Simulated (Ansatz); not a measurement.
# CH6BNO2 (SMILES COB(N)O): BCCD(T)/6-31G(d) (spherical functions)

Aim: the energy change on altering one bond length of CH6BNO2 at BCCD(T)/6-31G* (spherical functions), from 2 runs. 

Program for the calculation: Ansatz 0.2.0.

131 further runs of the same task are left out: 1 that didn't finish, 130 set aside as unsound or not needed.

### 1 Starting point

CH6BNO2 has 11 atoms, charge 0, and is taken as a singlet. As SMILES, `COB(N)O`. The coordinates come from a PBE0-D4/def2-TZVP relaxation. This is one conformer, not always the lowest.

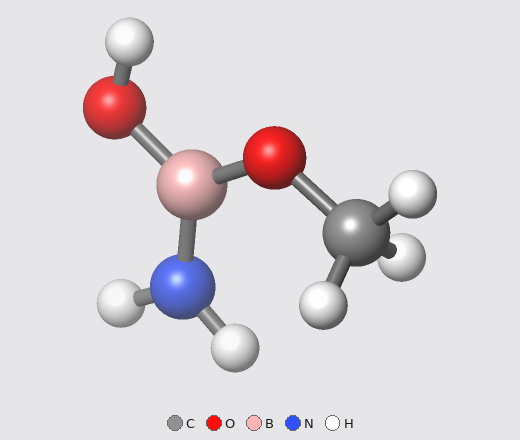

Viewed from a chosen angle; carbon grey, oxygen red, boron pink, nitrogen blue, hydrogen white.

### 2 The energy at BCCD(T)/6-31G(d) (spherical functions)

File input.yaml:

```yaml
crystal:
  periodic: [false, false, false]
  atoms:
    - {symbol: C, position_ang: [0.713500, 0.851600, 1.129700]}
    - {symbol: O, position_ang: [-0.446700, 0.102500, 0.878500]}
    - {symbol: B, position_ang: [-0.644000, -0.506700, -0.338400]}
    - {symbol: N, position_ang: [0.275800, -0.431900, -1.403700]}
    - {symbol: O, position_ang: [-1.801000, -1.223100, -0.514800]}
    - {symbol: H, position_ang: [0.801300, 1.701800, 0.443100]}
    - {symbol: H, position_ang: [0.654400, 1.238600, 2.147600]}
    - {symbol: H, position_ang: [1.616900, 0.236000, 1.047600]}
    - {symbol: H, position_ang: [1.144100, 0.066300, -1.366900]}
    - {symbol: H, position_ang: [0.095200, -0.890900, -2.277500]}
    - {symbol: H, position_ang: [-2.344100, -1.201100, 0.275400]}
basis:
  gaussian: {orbitals: 6-31G_st_-spherical.json}
correlation: {method: bccd_t, frozen_orbitals: {B: 1, C: 1, H: 0, "N": 1, O: 1}}
scf: {omitted_lower_state_checks: [cluster_reference, increment]}
accuracy: high
```

The basis set 6-31G* is read from a file made from the Basis Set Exchange's data (not shown).

Command:

```sh
$ ansatz run input.yaml --threads 1 --pin off --max-ram 3480MiB --events-out events.jsonl --progress --plain --runs-dir runs
```

Output (excerpt; [...] marks lines left out):

```text
Warning: RAYON_NUM_THREADS=1 ignored (pool sized by the plan → 1); use --threads N
Functional definition: HF
  name "HF"
[...]
1994 factors; integrals over basis functions are off by at most 3.4e-9 eV
[...]
mean field -7356.71862966 eV, -270.3544230772 hartree, gradient 6.9e-9 eV, S^2 0.000000; 0 other end points of the search recorded, 0 dependent functions left out
5 core orbitals not correlated: weight in the atoms' cores, before any rotation towards them, 1.000 or more for the frozen orbitals, at most 0.000 for the correlated occupied ones
reference -7356.71862966 eV, -270.3544230772 hartree; 15, 15 occupied and 62, 62 virtual orbitals, 1994 factors
second order -19.40211916 eV of doubles, -0.00000000 eV of singles
cycle   1  -19.85690048 eV  change   -4.5e-1 eV  update   9.4e-2
[...]
cycle  19  -20.38558821 eV  change   -1.5e-9 eV  update   2.2e-9
perturbative correction -0.49583581 eV, -0.0182216299 hartree
Total energy: -7377.60005368 eV, -271.1218012559 hartree
Checks for a lower state left out: cluster_reference, increment
```

Run time: 28 s. Hardware: 1 thread of Arm Neoverse V1, shared host; peak memory 0.68 GiB.

### 3 The distorted shape, same level

File run.yaml:

```yaml
basis:
  gaussian: {orbitals: 6-31G_st_-spherical.json}
crystal:
  periodic: [false, false, false]
  atoms:
    - {symbol: C, position_ang: [-0.022358, 0.791759, 1.981960]}
    - {symbol: O, position_ang: [-1.182558, 0.042659, 1.730760]}
    - {symbol: B, position_ang: [-1.379858, -0.566541, 0.513860]}
    - {symbol: N, position_ang: [0.275800, -0.431900, -1.403700]}
    - {symbol: O, position_ang: [-2.536858, -1.282941, 0.337460]}
    - {symbol: H, position_ang: [0.065442, 1.641959, 1.295360]}
    - {symbol: H, position_ang: [-0.081458, 1.178759, 2.999860]}
    - {symbol: H, position_ang: [0.881042, 0.176159, 1.899860]}
    - {symbol: H, position_ang: [1.144100, 0.066300, -1.366900]}
    - {symbol: H, position_ang: [0.095200, -0.890900, -2.277500]}
    - {symbol: H, position_ang: [-3.079958, -1.260941, 1.127660]}
correlation: {method: bccd_t, frozen_orbitals: {B: 1, C: 1, H: 0, "N": 1, O: 1}}
accuracy: high
scf: {omitted_lower_state_checks: [cluster_reference, increment]}
```

The basis set 6-31G* is read from a file made from the Basis Set Exchange's data (not shown).

Command:

```sh
$ ansatz run run.yaml --threads 1 --pin off --max-ram 3480MiB --events-out events.jsonl --progress --plain --runs-dir runs
```

Output (excerpt; [...] marks lines left out):

```text
Warning: RAYON_NUM_THREADS=1 ignored (pool sized by the plan → 1); use --threads N
[... 2 set-up lines as earlier in the session ...]
[...]
1946 factors; integrals over basis functions are off by at most 3.4e-9 eV
[...]
mean field -7350.59578600 eV, -270.1294127227 hartree, gradient 2.8e-8 eV, S^2 0.000000; 0 other end points of the search recorded, 0 dependent functions left out; unrestricted orbitals would lower it
5 core orbitals not correlated: weight in the atoms' cores, before any rotation towards them, 1.000 or more for the frozen orbitals, at most 0.000 for the correlated occupied ones
reference -7350.59578600 eV, -270.1294127227 hartree; 15, 15 occupied and 62, 62 virtual orbitals, 1946 factors
second order -19.87887100 eV of doubles, -0.00000000 eV of singles
cycle   1  -20.14376698 eV  change   -2.6e-1 eV  update   1.3e-1
[...]
cycle  29  -20.87117830 eV  change   -1.4e-9 eV  update   3.0e-9
perturbative correction -0.66832771 eV, -0.0245605902 hartree
Total energy: -7372.13529200 eV, -270.9209749684 hartree
Checks for a lower state left out: cluster_reference, increment
```

It took 36 s on 1 thread of Arm Neoverse V1, shared host; peak memory 0.67 GiB.

### 4 Results

Level: BCCD(T)/6-31G* (spherical functions), 5 core orbitals frozen.

| quantity | value |
| --- | --- |
| first shape: total energy | -271.12180 Eh |
| first shape: correlation energy (5 core orbitals frozen) | -767.4 mEh |
| first shape: (T) correction | -18.22 mEh |
| distorted shape: total energy | -270.92097 Eh |
| distorted shape: correlation energy (5 core orbitals frozen) | -791.6 mEh |
| distorted shape: (T) correction | -24.56 mEh |
| energy change with the B3–N4 bond stretched from 1.409 to 2.537 Å | 5.465 eV |

What this shows: With the B3–N4 bond stretched from 1.409 to 2.537 Å the energy rises by 5.46 eV (126 kcal/mol). The first shape isn't relaxed at this level, so the change isn't measured from a minimum. The triples (first shape) make up 2.4 % of the correlation energy. The restricted solution (distorted shape) is unstable to spin breaking: an unrestricted one lies lower. The triples (distorted shape) make up 3.1 % of the correlation energy.
